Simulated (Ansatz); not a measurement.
## Computed scan of one atom of the cell: Y (hcp, Mg type)

Relaxed Y (hcp, Mg type):

```xyz
4
Lattice="7.3651 0.0000 0.0000 -1.8413 3.1892 0.0000 0.0000 0.0000 5.6985" Properties=species:S:1:pos:R:3 pbc="T T T"
Y      0.0000     2.1261     4.2739
Y      3.6826     2.1261     4.2739
Y      1.8413     1.0631     1.4246
Y      5.5239     1.0631     1.4246
```

Scan: atom 2 (Y, nearest neighbour Y at 3.555 Å; its periodic images, 3.7 Å or more away, move with it) is displaced along Cartesian [110], direction (0.707, 0.707, 0.000) in Cartesian axes, by s. The other atoms stay.

These are r2SCAN (plane waves to 500 eV, PAW, scalar-relativistic; Ansatz, a program for electronic structure) values and carry that method's errors. k mesh 6×12×7 (Γ-centred), Fermi-Dirac smearing 0.05 eV. The energy includes the smearing's −TS. With partly filled bands, energies and forces of such displacements shift with the k mesh and the smearing. Y is run without spin polarisation. Y was relaxed with its symmetry unable to fall. ΔE is measured from the undisplaced structure.

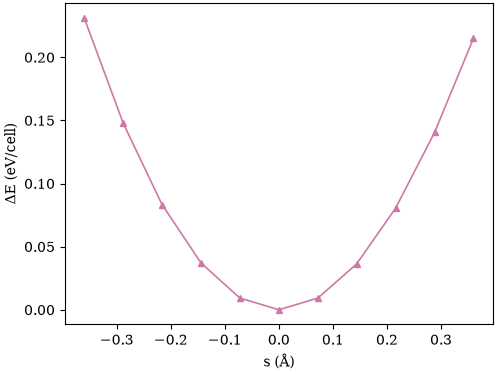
Figure: ΔE (eV/cell) against s (Å); markers are the computed points, lines only join them.

The force constant k = d²E/ds² at s = 0 (finite differences) is 3.56 eV/Å² and the energy at s = 0.360 Å is 215 meV/cell. Harmonic estimate at the end of the scan: ½ks² = 231 meV/cell against the computed 215 meV/cell, so the well is softer than harmonic there. Shape of the curve: a single well with its minimum at or next to zero displacement. Symmetry of the curve: not even: the negative side lies higher at ±0.360 Å.

The forces along the line at the two nearest points give (0.257 − (-0.254)) / (2·0.072) = 3.55 eV/Å²; the next pair corrects for the finite step.

(A displaced cell: forces are minus the slopes of the energy, force constants its curvatures, and phonons follow from these.)
